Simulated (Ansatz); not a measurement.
# BeCd3, from a guessed structure to a relaxed one

This structure for BeCd3 is made up. Its elements were placed in a known structure type with a cell scaled to their sizes. What cell does the guess relax to, and how far off was it?

Calculated with Ansatz 0.2.0; DFT, r2SCAN, plane-wave PAW, files of the set soft_1, scalar-relativistic, no spin, cell and ions relaxed at zero pressure; PAW set soft_1.

### 1. The starting structure

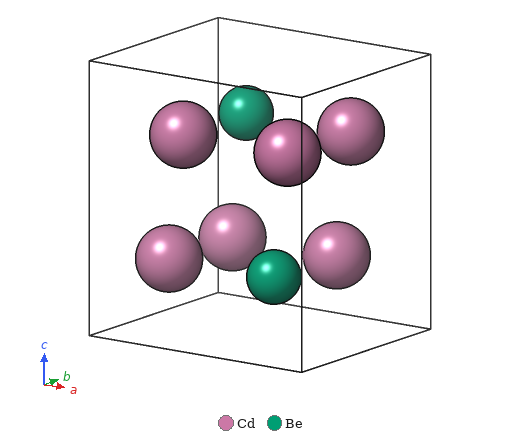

The starting structure, seen slightly off an axis (cadmium pink, beryllium teal).

### 2. Relaxation of the guess

The guess takes its coordinates from another compound and its volume from a rule, so the cell and any free coordinates are relaxed together.

File input.yaml:

```yaml
crystal:
  lattice:
    - [6.132, 0.0, 0.0]
    - [-3.066, 5.310467776, 0.0]
    - [0.0, 0.0, 4.934]
  atoms:
    - { symbol: Cd, position: [0.169600005, 0.33920001, 0.25] }
    - { symbol: Cd, position: [0.169600005, 0.830399995, 0.25] }
    - { symbol: Cd, position: [0.66079999, 0.830399995, 0.25] }
    - { symbol: Cd, position: [0.830399995, 0.66079999, 0.75] }
    - { symbol: Cd, position: [0.830399995, 0.169600005, 0.75] }
    - { symbol: Cd, position: [0.33920001, 0.169600005, 0.75] }
    - { symbol: Be, position: [0.333333333, 0.666666667, 0.75] }
    - { symbol: Be, position: [0.666666667, 0.333333333, 0.25] }
kpoints:
  mp_grid: { grid: [5, 5, 6] }
scf:
  occupations: { method: fermi_dirac, width: 0.05 }
hamiltonian:
  xc: r2scan
  pseudopotentials: { kind: paw, azcp: { folder: soft_1 } }
relax:
  f_tol: 0.015
  max_steps: 70
  cell: {}
output:
  forces: true
  stress: true
```

Run with:

```sh
$ ansatz run input.yaml --threads 4 --pin off --max-ram 10240MiB --backend cpu --events-out ev --progress --plain --runs-dir out
```

Numbers of over 12 decimals in the logs are rounded to 6 here.

The program printed:

```text
Engine: ansatz 0.2.0, x86_64-unknown-linux-gnu
Pseudopotentials: kind: paw
Pseudopotential: Cd, paw, valence charge 20, recommended cutoff 500 eV (meta_gga), soft_1/Cd.paw.azcp
Pseudopotential: Be, paw, valence charge 2, recommended cutoff 500 eV (meta_gga), soft_1/Be.paw.azcp
Functional definition: r2SCAN
  parameter k0 = 0.174
  parameter k1 = 0.065
  parameter a1 = 4.9479
  exchange = r2scan_x(k0 = k0, k1 = k1, a1 = a1)
  correlation = r2scan_c
Crystal: 8 atoms, lattice volume = 160.670 Å³
Basis set: ecut = 500 eV, 4073 PW (Γ), exchange–correlation on 180×180×144 points (64 copies of the dense FFT grid, shifted against one another)
Bands: 75, of which v1, the nominal top of the filled ones, is band 62 counted from 1 (61 counted from 0)
Symmetry: 24 space group operations
Space group: P63/mmc (ITA 194), of the structure as read, at distance tolerance 5.4e-5 Å
k-points: 20 of 150
Non-local potential: Cd, projectors of the file, l = 0: 3, l = 1: 2, l = 2: 2, l = 3: 1
Non-local potential: Be, projectors of the file, l = 0: 2, l = 1: 2, l = 2: 1
PAW form: soft (Blöchl's): semilocal exchange-correlation on the pseudo side does not see the compensation charge
PAW frozen core: Cd, regenerated for the run's functional (the file was generated under x = pbe(κ = 0.804, μ = 0.219515), c = pbe(β = 0.066725))
PAW frozen core: Be, regenerated for the run's functional (the file was generated under x = pbe(κ = 0.804, μ = 0.219515), c = pbe(β = 0.066725))
PAW one-centre angular grid: Cd, 590 points (default); XC on 160 Gauss nodes
PAW one-centre angular grid: Be, 302 points (default); XC on 224 Gauss nodes
Initial density: superposition of atomic densities (chi_scale 0.1, normalization cell, long waves kept (reshape's long-wave potential 0.00 eV rms))
Initial wavefunctions: pseudopotential atomic-orbital guess
Functional: x = r2scan, c = r2scan; τ floored in thin density (d = 2e-4 eV/Å³)
iter 1 solved again at ethr=1.83e-3 eV; its pass at ethr=3.10e-3 eV (dr2=2.27e0 eV) is discarded
SCF iter   1: F=—  HF=-49793.402600 eV  |F-HF|=—  |Δ(HF+E_count)|=         —  Δρ=2.80e-2  dr2=2.33e0  dr2_τ=1.14e-1  ethr=1.83e-3  ⟨swp⟩=1.5  Hψ=7087  notcnv=0
preconditioner: auto → Kerker (q_TF=auto, 2.613 Å⁻¹)  [metal: Δε(μ)=0.073 eV  Ē_g=11.606 eV  σ=0.050 eV  W_gap=0.35  n_scr=46 (ndim 8)  ℏωp=25.5 eV  f_vac=0.000  D(μ)=3.43/eV (n_scr^D=20)]
SCF iter   2: F=—  HF=-49793.186146 eV  |F-HF|=—  |Δ(HF+E_count)|=   2.16e-1  Δρ=1.60e-2  dr2=8.37e-1  dr2_τ=5.47e-3  ethr=1.83e-3  ⟨swp⟩=3.0  Hψ=2515  notcnv=0
SCF iter   3: F=—  HF=-49793.212078 eV  |F-HF|=—  |Δ(HF+E_count)|=   2.59e-2  Δρ=4.95e-3  dr2=6.24e-2  dr2_τ=4.09e-3  ethr=6.75e-4  ⟨swp⟩=2.5  Hψ=2015  notcnv=0  defer=63
SCF iter   4: F=—  HF=-49793.231451 eV  |F-HF|=—  |Δ(HF+E_count)|=   1.94e-2  Δρ=2.07e-3  dr2=6.88e-3  dr2_τ=1.05e-4  ethr=5.03e-5  ⟨swp⟩=2.0  Hψ=2400  notcnv=0  defer=69
SCF iter   5: F=—  HF=-49793.236703 eV  |F-HF|=—  |Δ(HF+E_count)|=   5.25e-3  Δρ=5.72e-4  dr2=7.67e-4  dr2_τ=1.89e-5  ethr=5.55e-6  ⟨swp⟩=2.0  Hψ=2303  notcnv=0  defer=69
SCF iter   6: F=—  HF=-49793.237340 eV  |F-HF|=—  |Δ(HF+E_count)|=   6.37e-4  Δρ=1.40e-4  dr2=5.29e-5  dr2_τ=3.53e-7  ethr=6.18e-7  ⟨swp⟩=2.0  Hψ=2216  notcnv=0  defer=69
SCF iter   7: F=—  HF=-49793.237333 eV  |F-HF|=—  |Δ(HF+E_count)|=   6.71e-6  Δρ=5.62e-5  dr2=9.38e-6  dr2_τ=9.39e-8  ethr=4.27e-8  ⟨swp⟩=2.0  Hψ=2262  notcnv=0  defer=69
SCF iter   8: F=—  HF=-49793.237342 eV  |F-HF|=—  |Δ(HF+E_count)|=   8.70e-6  Δρ=9.17e-6  dr2=1.68e-7  dr2_τ=7.65e-9  ethr=7.57e-9  ⟨swp⟩=2.0  Hψ=2222  notcnv=0  defer=69
SCF iter   9: F=-49793.237342 eV  HF=-49793.237342 eV  |F-HF|=3.52e-8  |Δ(HF+E_count)|=   2.30e-7  Δρ=3.25e-6  dr2=1.78e-8  dr2_τ=2.08e-10  ethr=8.06e-11  ⟨swp⟩=4.0  Hψ=4836  notcnv=0
SCF 1 converged in 9 iterations: F = -49793.237342 eV  dr2 = 1.78e-8
  greatest PAW one-centre occupation: 1.002 electrons in one spin orbital (limit 2), on the Cd atom at site 4 (counted from 0), in its partial waves of l = 0
relax step   1: F+E_penalty+E_count = -49793.23734189 eV  Δ(F+E_penalty+E_count) = +0.000e0 eV  max|allowed force component| = 1.948e-1 eV/Å  Δτ_max = 0.0000 Å  P = -5.071 GPa  Ω = 160.670 Å³  (9 SCF iters, dr2 threshold 1.00e-7 eV, accepted)
Crystal: 8 atoms, lattice volume = 139.898 Å³
Basis set: ecut = 500 eV, 3545 PW (Γ), exchange–correlation on 180×180×144 points (64 copies of the dense FFT grid, shifted against one another)
Initial density: handed on by an earlier stage of this run
Initial wavefunctions: those handed on with the density
iter 1 solved again at ethr=1.26e-4 eV; its pass at ethr=3.10e-3 eV (dr2=1.56e-1 eV) is discarded
SCF iter   1: F=—  HF=-49790.923750 eV  |F-HF|=—  |Δ(HF+E_count)|=         —  Δρ=9.83e-3  dr2=1.63e-1  dr2_τ=2.86e0  ethr=1.26e-4  ⟨swp⟩=2.3  Hψ=6386  notcnv=0
preconditioner: auto → Kerker (q_TF=auto, 2.674 Å⁻¹)  [metal: Δε(μ)=0.114 eV  Ē_g=12.860 eV  σ=0.050 eV  W_gap=0.47  n_scr=46 (ndim 8)  ℏωp=27.4 eV  f_vac=0.000  D(μ)=1.88/eV (n_scr^D=8)]
SCF iter   2: F=—  HF=-49793.499565 eV  |F-HF|=—  |Δ(HF+E_count)|=    2.58e0  Δρ=5.06e-3  dr2=1.04e-1  dr2_τ=8.38e-4  ethr=1.26e-4  ⟨swp⟩=3.0  Hψ=3241  notcnv=0
SCF iter   3: F=—  HF=-49793.481414 eV  |F-HF|=—  |Δ(HF+E_count)|=   1.82e-2  Δρ=2.93e-3  dr2=3.45e-2  dr2_τ=1.72e-4  ethr=8.37e-5  ⟨swp⟩=1.8  Hψ=1759  notcnv=0  defer=27
SCF iter   4: F=—  HF=-49793.474298 eV  |F-HF|=—  |Δ(HF+E_count)|=   7.12e-3  Δρ=7.18e-4  dr2=1.22e-3  dr2_τ=1.21e-5  ethr=2.78e-5  ⟨swp⟩=2.0  Hψ=1801  notcnv=0  defer=27
SCF iter   5: F=—  HF=-49793.474229 eV  |F-HF|=—  |Δ(HF+E_count)|=   6.83e-5  Δρ=3.06e-4  dr2=2.20e-4  dr2_τ=9.98e-7  ethr=9.88e-7  ⟨swp⟩=2.0  Hψ=1570  notcnv=0  defer=27
SCF iter   6: F=—  HF=-49793.474194 eV  |F-HF|=—  |Δ(HF+E_count)|=   3.57e-5  Δρ=9.21e-5  dr2=3.66e-5  dr2_τ=3.82e-7  ethr=1.77e-7  ⟨swp⟩=3.0  Hψ=2204  notcnv=0  defer=27
SCF iter   7: F=—  HF=-49793.474190 eV  |F-HF|=—  |Δ(HF+E_count)|=   4.01e-6  Δρ=3.69e-5  dr2=2.23e-6  dr2_τ=8.52e-8  ethr=2.95e-8  ⟨swp⟩=2.0  Hψ=2202  notcnv=0  defer=27
SCF iter   8: F=-49793.474191 eV  HF=-49793.474191 eV  |F-HF|=5.25e-8  |Δ(HF+E_count)|=   8.54e-7  Δρ=8.10e-6  dr2=1.52e-7  dr2_τ=3.28e-9  ethr=6.45e-10  ⟨swp⟩=4.0  Hψ=4525  notcnv=0
SCF 2 converged in 8 iterations: F = -49793.474191 eV  dr2 = 1.52e-7
  greatest PAW one-centre occupation: 1.003 electrons in one spin orbital (limit 2), on the Cd atom at site 5 (counted from 0), in its partial waves of l = 0
[...]
SCF iter   8: F=-49793.535812 eV  HF=-49793.535812 eV  |F-HF|=4.19e-8  |Δ(HF+E_count)|=   1.33e-7  Δρ=5.60e-6  dr2=9.17e-8  dr2_τ=8.68e-10  ethr=6.45e-10  ⟨swp⟩=4.0  Hψ=4153  notcnv=0
SCF 3 converged in 8 iterations: F = -49793.535812 eV  dr2 = 9.17e-8
relax step   3: F+E_penalty+E_count = -49793.53581231 eV  Δ(F+E_penalty+E_count) = -6.162e-2 eV  max|allowed force component| = 9.958e-2 eV/Å  Δτ_max = 0.0306 Å  P = -0.679 GPa  Ω = 146.996 Å³  energy of the carried Pulay correction = +1.125e-2 eV  (8 SCF iters, dr2 threshold 8.00e-7 eV, accepted)
[... from here on, the SCF cycles and remarks between the steps are left out ...]
relax step   4: F+E_penalty+E_count = -49793.54870908 eV  Δ(F+E_penalty+E_count) = -1.290e-2 eV  max|allowed force component| = 1.621e-2 eV/Å  Δτ_max = 0.0044 Å  P = -0.118 GPa  Ω = 145.876 Å³  energy of the carried Pulay correction = +1.221e-2 eV  (5 SCF iters, dr2 threshold 8.00e-7 eV, accepted)
relax step   5: F+E_penalty+E_count = -49793.57439396 eV  Δ(F+E_penalty+E_count) = -2.568e-2 eV  max|allowed force component| = 1.364e-1 eV/Å  Δτ_max = 0.0003 Å  P = +1.152 GPa  Ω = 143.954 Å³  energy of the carried Pulay correction = +1.389e-2 eV  (8 SCF iters, dr2 threshold 8.00e-7 eV, accepted)
relax step   6: F+E_penalty+E_count = -49793.65010721 eV  Δ(F+E_penalty+E_count) = -7.571e-2 eV  max|allowed force component| = 2.098e-1 eV/Å  Δτ_max = 0.0118 Å  P = +3.052 GPa  Ω = 142.916 Å³  energy of the carried Pulay correction = +1.480e-2 eV  (9 SCF iters, dr2 threshold 8.00e-7 eV, accepted)
relax step   7: F+E_penalty+E_count = -49793.69951640 eV  Δ(F+E_penalty+E_count) = -4.941e-2 eV  max|allowed force component| = 1.703e-1 eV/Å  Δτ_max = 0.0246 Å  P = +0.243 GPa  Ω = 148.743 Å³  energy of the carried Pulay correction = +9.756e-3 eV  (7 SCF iters, dr2 threshold 8.00e-7 eV, accepted)
relax step   8: F+E_penalty+E_count = -49793.70375903 eV  Δ(F+E_penalty+E_count) = -4.243e-3 eV  max|allowed force component| = 5.418e-2 eV/Å  Δτ_max = 0.0147 Å  P = -0.205 GPa  Ω = 149.533 Å³  energy of the carried Pulay correction = +9.087e-3 eV  (8 SCF iters, dr2 threshold 8.00e-7 eV, accepted)
relax step   9: F+E_penalty+E_count = -49793.70492364 eV  Δ(F+E_penalty+E_count) = -1.165e-3 eV  max|allowed force component| = 4.322e-4 eV/Å  Δτ_max = 0.0035 Å  P = -0.041 GPa  Ω = 149.140 Å³  energy of the carried Pulay correction = +9.419e-3 eV  (6 SCF iters, dr2 threshold 1.83e-7 eV, accepted)
relax step  10: F+E_penalty+E_count = -49793.69839349 eV  Δ(F+E_penalty+E_count) = +6.530e-3 eV  max|allowed force component| = 4.398e-4 eV/Å  Δτ_max = 0.0000 Å  P = -0.038 GPa  Ω = 149.140 Å³  stress off target by 5.75e-2 GPa  SCF on the basis re-selected at this cell (its energy is not comparable with the rows above)  (7 SCF iters)
relax step  11: F+E_penalty+E_count = -49793.69844984 eV  Δ(F+E_penalty+E_count) = -5.635e-5 eV  max|allowed force component| = 4.017e-4 eV/Å  Δτ_max = 0.0001 Å  P = +0.004 GPa  Ω = 149.092 Å³  energy of the carried Pulay correction = +3.909e-5 eV  (6 SCF iters, dr2 threshold 8.27e-9 eV, accepted)
iter 1 solved again at ethr=1.07e-7 eV; its pass at ethr=3.10e-3 eV (dr2=1.32e-4 eV) is discarded
SCF iter   1: F=—  HF=-49793.698381 eV  |F-HF|=—  |Δ(HF+E_count)|=         —  Δρ=1.84e-5  dr2=1.19e-8  dr2_τ=6.20e-9  ethr=1.07e-7  ⟨swp⟩=2.9  Hψ=9051  notcnv=0
eigensolver tolerance schedule: the retry pair's looser diagonalisation over-reported the residual by 11086.00 of it (diagonalisation noise at 0.62 of the residual, at the tolerance the schedule requests for it); recorded, not acted on — ethr = c·dr2/N_el stays at c = 1.0e-1
preconditioner: auto → Kerker (q_TF=auto, 2.646 Å⁻¹)  [metal: Δε(μ)=0.120 eV  Ē_g=12.705 eV  σ=0.050 eV  W_gap=0.50  n_scr=46 (ndim 8)  ℏωp=26.5 eV  f_vac=0.000  D(μ)=2.37/eV (n_scr^D=8)]
SCF iter   2: F=—  HF=-49793.698423 eV  |F-HF|=—  |Δ(HF+E_count)|=   4.21e-5  Δρ=9.35e-6  dr2=3.94e-9  dr2_τ=5.31e-8  ethr=9.63e-12  ⟨swp⟩=2.6  Hψ=2816  notcnv=0
SCF iter   3: F=—  HF=-49793.698426 eV  |F-HF|=—  |Δ(HF+E_count)|=   2.70e-6  Δρ=4.39e-7  dr2=2.61e-10  dr2_τ=4.56e-11  ethr=3.17e-12  ⟨swp⟩=2.0  Hψ=2266  notcnv=0
SCF iter   4: F=-49793.698426 eV  HF=-49793.698426 eV  |F-HF|=0.00e0  |Δ(HF+E_count)|=   1.48e-9  Δρ=2.45e-7  dr2=6.70e-11  dr2_τ=8.33e-12  ethr=1.00e-12  ⟨swp⟩=4.0  Hψ=4835  notcnv=0
SCF 12 converged in 4 iterations: F = -49793.698426 eV  dr2 = 6.70e-11
  greatest PAW one-centre occupation: 1.002 electrons in one spin orbital (limit 2), on the Cd atom at site 3 (counted from 0), in its partial waves of l = 0
relax step  12: F+E_penalty+E_count = -49793.69842612 eV  Δ(F+E_penalty+E_count) = +2.372e-5 eV  max|allowed force component| = 4.005e-4 eV/Å  Δτ_max = 0.0000 Å  P = +0.004 GPa  Ω = 149.092 Å³  stress off target by 8.63e-3 GPa  SCF on the basis re-selected at this cell (its energy is not comparable with the rows above)  (4 SCF iters)
basis re-selected at this cell: Δ(F+E_penalty+E_count) = +2.372e-5 eV, ΔP = -0.000 GPa vs the last step (what re-selecting the basis moved, of the pressure what is left beyond the Pulay correction that the steps carried, after the strain that the cell walked since its last selection, with what the two solves' SCF thresholds leave and, on support functions, any second-order correction that the steps lacked; it is no m [...]
SCF converged after 4 iterations
Free energy (F): -49793.698426 eV
Harris-Foulkes:  -49793.698426 eV  (|F-HF|=0.00e0)
Internal energy: -49793.679884 eV  (E = F + TS)
E sigma→0 (E₀):  -49793.689155 eV
Entropy (-TS):   -0.018542 eV (-2.318 meV/atom)
Fermi energy:    13.547208 eV
--- Per-component energies (eV) ---
  E_band       = -2602.898034
  E_kinetic    = 2677.671065
  E_local      = -19709.973110  (includes V_loc(G=0)·N_el)
  E_nonlocal   = 721.819964
  E_hartree    = 9209.201553
  E_xc         = -931.420489
  E_vxc        = -1348.891203  (∫ρ·V_xc dr)
  E_paw        = -24836.058333  (= ΣΔE_a)
  E_vpaw       = -3454.489847  (= ΣTr[D̂ρ^β])
  E_aug_tail   = 0.000110  (compensation charges beyond the density's cutoff)
  E_vtau       = 92.560834  (kinetic-family band-sum trace: ∫τ·v_τ [+ j·A + Jᵃ·Aᵃ] dr)
  E_ewald      = -16921.508002
  E_core_change = -3.412643  (= ΣΔE_core)
  E_smearing   = -0.018542  (= −TS)
  E_closure    = 0.000000  (closes the sum)
  Σ components = -49793.698426   (vs F -49793.698426, Δ=0.00e0)
--- Forces (eV/Å), atoms counted from 1 ---
  atom   1  Cd    -0.00000000    -0.00040049    -0.00000000
  atom   2  Cd    -0.00034683     0.00020024    -0.00000000
  atom   3  Cd     0.00034683     0.00020024    -0.00000000
  atom   4  Cd     0.00000000     0.00040049     0.00000000
  atom   5  Cd     0.00034683    -0.00020024     0.00000000
  atom   6  Cd    -0.00034683    -0.00020024     0.00000000
  atom   7  Be     0.00000000     0.00000000     0.00000000
  atom   8  Be    -0.00000000    -0.00000000    -0.00000000
  max |Σ_I F_I| component: 1.39e-17 eV/Å
--- Stress (GPa, compression-positive) ---
        0.008633       0.000000      -0.000000
        0.000000       0.008633      -0.000000
       -0.000000      -0.000000      -0.005141
  P = ⅓ Tr σ = 0.0040 GPa (0.040 kbar)
--- Relaxed structure (10 steps of the walk, 10 accepted, 2 SCFs on fresh bases) ---
  F+E_penalty+E_count = -49793.69842612 eV   max|allowed force component| = 4.005e-4 eV/Å   (the final SCF, on the basis selected at the relaxed cell)
  cell:  # Å, volume = 149.0920 Å³
    - [5.688022, 0, 0.0]
    - [-2.844011, 4.925972, 0.0]
    - [0.0, 0.0, 5.321096]
  atoms:
    - { symbol: Cd, position: [0.168437, 0.336874, 0.25] }
    - { symbol: Cd, position: [0.168437, 0.831563, 0.25] }
    - { symbol: Cd, position: [0.663126, 0.831563, 0.25] }
    - { symbol: Cd, position: [0.831563, 0.663126, 0.750000] }
    - { symbol: Cd, position: [0.831563, 0.168437, 0.750000] }
    - { symbol: Cd, position: [0.336874, 0.168437, 0.750000] }
    - { symbol: Be, position: [0.333333, 0.666667, 0.750000] }
    - { symbol: Be, position: [0.666667, 0.333333, 0.25] }
```

It took 23 s on 4 threads of AMD EPYC 9B45 (Zen 5), shared host; peak memory 1.1 GiB; 85 s of CPU time.

Step by step:

```csv
step,energy less that of the first step (eV),largest force component (eV/Å),pressure (GPa),volume (Å³)
1,0.0000,0.1948,-5.07,160.67
2,-0.2368,0.3161,3.23,139.90
3,-0.2985,0.0996,-0.68,147.00
4,-0.3114,0.0162,-0.12,145.88
5,-0.3371,0.1364,1.15,143.95
6,-0.4128,0.2098,3.05,142.92
7,-0.4622,0.1703,0.24,148.74
8,-0.4664,0.0542,-0.20,149.53
9,-0.4676,0.0004,-0.04,149.14
10*,-0.4611,0.0004,-0.04,149.14
11,-0.4611,0.0004,0.00,149.09
12*,-0.4611,0.0004,0.00,149.09
```

Relaxation steps marked * repeat the geometry before them on a plane-wave basis chosen anew for their cell, so energy and pressure can jump there.

Forces are held to the 24 operations that the run works with; a distortion that breaks them can't arise in this run.

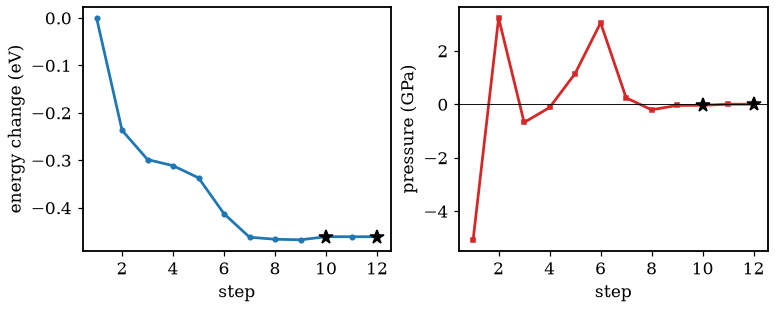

Energy and pressure along the relaxation. Stars mark steps on a basis chosen anew.

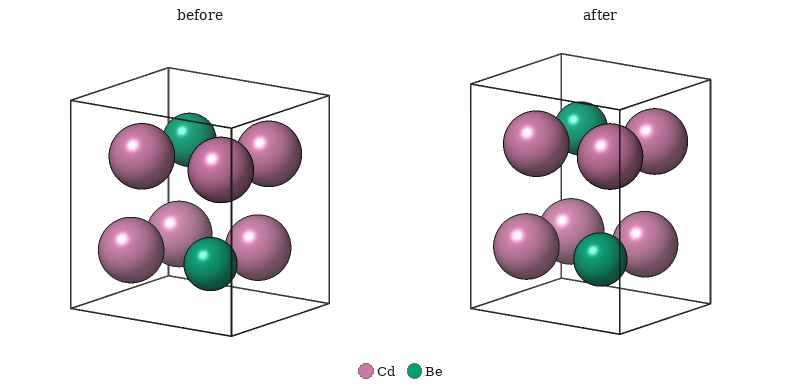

The structure before and after the relaxation, drawn at the same scale.

```csv
"conventional cell, symmetrised",before,after,change
a (Å),6.132,5.688,-7.2 %
b (Å),6.132,5.688,-7.2 %
c (Å),4.934,5.321,+7.8 %
volume (Å³/atom),20.08,18.64,-7.2 %
```

The atoms that moved most (Å, as changes of fractional coordinates times the final cell):

```csv
atom,dx,dy,dz,length
Cd6,-0.010,-0.006,0.000,0.011
Cd1,0.000,-0.011,0.000,0.011
Cd4,0.000,0.011,0.000,0.011
Cd2,-0.010,0.006,0.000,0.011
Cd5,0.010,-0.006,0.000,0.011
Cd3,0.010,0.006,0.000,0.011
```

The relaxed structure:

```
Cd Be
1.0
     5.68802    0.00000    0.00000
    -2.84401    4.92597    0.00000
     0.00000    0.00000    5.32110
Cd Be
6 2
Direct
  0.16844 0.33687 0.25000
  0.16844 0.83156 0.25000
  0.66313 0.83156 0.25000
  0.83156 0.66313 0.75000
  0.83156 0.16844 0.75000
  0.33687 0.16844 0.75000
  0.33333 0.66667 0.75000
  0.66667 0.33333 0.25000
```

Numbers from this step:

- free energy: -49793.6984 eV
- energy at zero smearing: -49793.6892 eV
- smearing term TS: 0.01854 eV
- Fermi energy: 13.55 eV
- electrons: 124
- symmetry operations: 24
- pressure: 0.004042 GPa

The shortest distance of each pair, which need not be the same contact before and after:

```csv
pair,guess (Å),relaxed (Å)
Cd–Cd,3.012,2.814
Be–Cd,3.018,2.844
Be–Be,4.315,4.226
```

The relaxation ends with a largest force component of 4.0e-4 eV/Å and a pressure of 0.00 GPa.

### 3. Outcome

```yaml
space_group_relaxed: P6_3/mmc
conventional_cell: a = 5.688, b = 5.688, c = 5.321 Å; α = 90.0°, β = 90.0°, γ = 120.0°
volume_per_atom: 18.64 Å³ (guess 20.08)
```

BeCd3 relaxes to P6_3/mmc with a = 5.688, b = 5.688 and c = 5.321 Å. The guessed volume was 8 % too large. The space group P6_3/mmc was held in the relaxation, so the end point is a stationary structure within it and may be a saddle against distortions or other arrangements. Mesh and cutoff weren't tested. No dispersion term is used, so weakly bound directions may come out too long. Nothing here tests whether the compound is stable against decomposition.

[Logs are printed without paths, hosts, clocks, repeated set-up lines and the standing remarks that a program may print on its own settings, such as how far it seeks lower states.]

[Hosts, paths, dates, database ids (printed as entryN), source tags and the programs' standing remarks are cut or masked in the printed files.]
